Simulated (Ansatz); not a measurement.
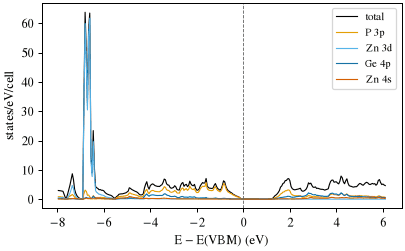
Figure. Total and projected density of states of ZnGeP2 (chalcopyrite, space group No. 122), PBE (plane waves, PAW; program Ansatz)

**Question.** Which orbitals carry the states next to the gap?

**Answer.** Top 1 eV of the valence band: P 3p 84 %. Bottom 1 eV of the conduction band: P 3p 44 %, Ge 4s 20 %, Ge 4p 14 %, P 3s 8 %, outside the projected shells 12 %. Projections are on Löwdin-orthogonalised atomic valence shells; empty p or d shells of many metals are not among them.

**Question.** Where is the tallest occupied peak in this window, and what makes it?

**Answer.** Near -6.8 eV, about 64 states/eV per cell; the largest projected share is Zn 3d.

Space group I-42d (chalcopyrite). The PBE relaxation kept the symmetry of its start. Spin–orbit coupling is left out wherever it is not named.

Potentials: the later of the program's two PAW sets.
